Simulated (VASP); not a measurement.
Band structure of Na (bcc). These are vdW-DF2, VASP's PBE PAW potentials (set 64) (plane waves; VASP) values and carry that method's errors.

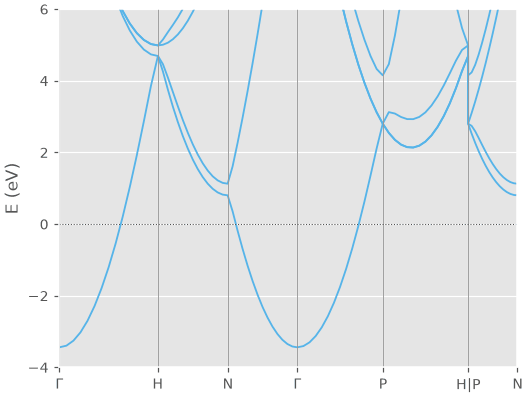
Bands along high-symmetry lines, zero at the valence-band maximum or, without a gap, the Fermi level

**Question.** Read the plot: is there a gap, and where are the band edges?

**Answer.** It has no gap at this level: it comes out as a metal or semimetal. (Edges off the drawn lines would not show.)

The compound is Na in the bcc structure. It was relaxed first, which changed the volume by -9 %.
